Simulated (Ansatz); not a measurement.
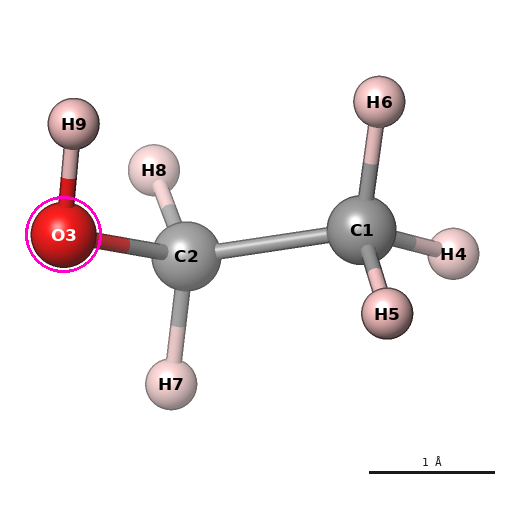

Source: calculation with Ansatz.

Orthographic view. Depth is shown by fading: the farther an atom, the more it takes the colour of the background. Geometry: moved along internal coordinates away from the minimum.

Name the neighbours of the circled atom.

The circled atom is O3; it is bonded to C2, H9.

Which atom is farthest from the viewer?

H8, 1.2 Å behind the mean position.

Of C1 and H4, which is nearer the viewer?

C1; the bond to H4 points away from the viewer, so it looks shorter than its 1.09 Å.

What is the shortest path along bonds from the circled atom to H4?

O3–C2–C1–H4, 3 bonds; through space the two are 3.38 Å apart.
